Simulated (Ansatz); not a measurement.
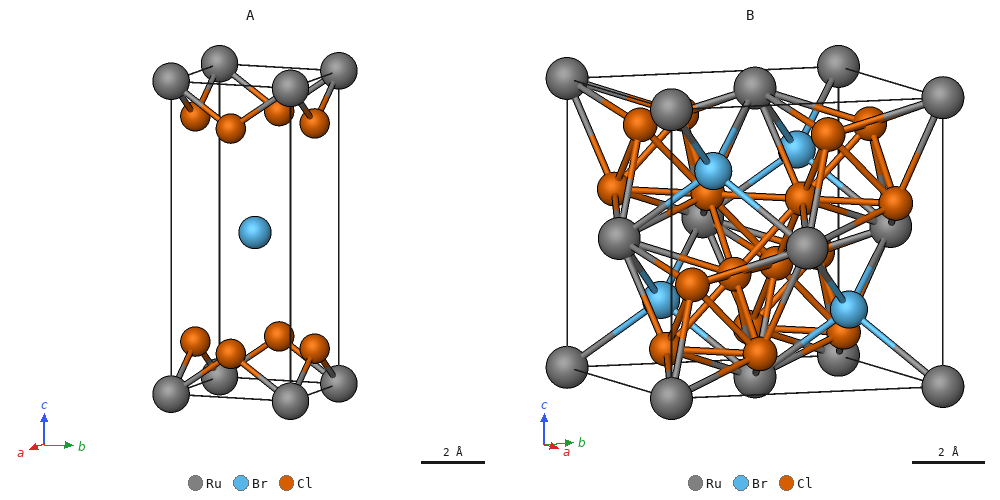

Two structures of RuBrCl4, each relaxed to rest (conventional cells in solid outline, small ones repeated, not to one scale). Method: DFT PBE, scalar-relativistic, plane waves, PAW in Ansatz 0.2.0, with collinear spins.

Give the type and space group of each.

Answer. A: 6 atoms a cell on a primitive tetragonal lattice, P4/mmm. B: 24 atoms a cell on a face-centred cubic lattice, F-43m.

What is the energy order of the two?

Answer. A is lower, by 983 meV/atom at this level of theory (energies at zero smearing). Volumes: A 28.6, B 22.4 Å³/atom.

One or both may be structure types tried for this composition rather than known phases.
